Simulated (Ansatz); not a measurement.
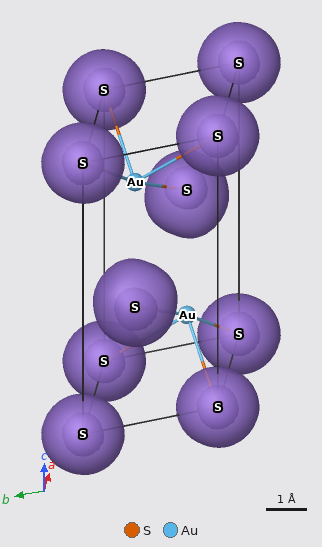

Figure 1: Au2S3. Isosurface of the electron localisation function at 0.7 (purple), seen at an oblique angle. Only the valence region is drawn (cores and ρ < 0.01 e/Å³ removed). Sticks mark near contacts.

Space group P-3m1; a structure generated by program, which may or may not match a known phase.

Method: Ansatz 0.2.0, DFT PBE+D3(BJ), scalar-relativistic, plane waves, PAW.

In a PAW calculation such maps are meaningful between the atoms, not at the nuclei.

Input

```
crystal:
  lattice:
    - [3.6743700307, 0.0, 0.0]
    - [-1.8371850154, 3.1820977895, 0.0]
    - [0.0, 0.0, 8.0107910294]
  atoms:
    - { symbol: S, position: [0.0, 0.0, 0.0] }
    - { symbol: S, position: [0.3333333333, 0.6666666667, 0.3462355149] }
    - { symbol: S, position: [0.6666666667, 0.3333333333, 0.6537644851] }
    - { symbol: Au, position: [0.6666666667, 0.3333333333, 0.1934278638] }
    - { symbol: Au, position: [0.3333333333, 0.6666666667, 0.8065721362] }
basis:
  ecutwfc: 420
kpoints:
  mp_grid: { grid: [12, 12, 6] }
  band_path:
    path:
      - [[0.0, 0.0, 0.0], [0.5, 0.0, 0.0], [0.33333333, 0.33333333, 0.0], [0.0, 0.0, 0.0], [0.0, 0.0, 0.5], [0.5, 0.0, 0.5], [0.33333333, 0.33333333, 0.5], [0.0, 0.0, 0.5]]
      - [[0.5, 0.0, 0.5], [0.5, 0.0, 0.0]]
      - [[0.33333333, 0.33333333, 0.5], [0.33333333, 0.33333333, 0.0]]
    npoints: 14
hamiltonian:
  xc: pbe
  dispersion: d3bj
scf:
  occupations: { method: gaussian, width: 0.1 }
  n_extra_bands: 12
output:
  forces: true
  stress: true
  eigenvalues: true
  populations: true
  dos: { projected: true, de: 0.02, nscf_kmesh: { grid: [15, 15, 8] } }
  bader: true
  write_density: true
  write_potential: true
  elf: true
  volumetric_format: npy
```

Command:

```sh
ansatz run input.yaml --threads 1 --pin off --max-ram 2048MiB --backend cpu --events-out ev --progress --plain --runs-dir out
```

Below, planes, directions and counts refer to the conventional cell (a = 3.67 Å, b = 3.67 Å, c = 8.01 Å, α = 90.00°, β = 90.00°, γ = 120.00°).

Question: Where are the electrons localised?

Answer: The surface consists of three regions wrapped around S (the valence shell of each), counted in one cell of 5 atoms. Any copies at cell faces, edges or corners count once. Along the contacts the grid gives the following. Au–S (2.45 Å): the ELF peaks at about 0.85 in the valence shell of S, 0.8 Å from its nucleus, and drops to about 0.25 between the two atoms. Au–S (2.63 Å): the ELF peaks at about 0.85 in the valence shell of S, 0.8 Å from its nucleus, and drops to about 0.25 between the two atoms.
